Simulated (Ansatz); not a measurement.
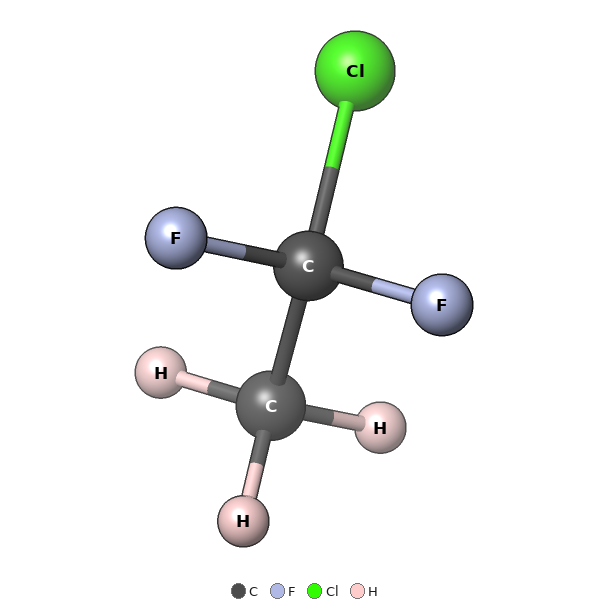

Distant atoms are faded towards the background colour. The geometry was computed by an optimisation with PBE-D4/def2-SVP. No frequency run is at hand to confirm it as a minimum.

Question: Which symmetry elements does this geometry have?

Answer: It has 1 mirror plane, so the point group is Cs. The group has 2 operations. The geometry is achiral, and symmetry allows a dipole moment.
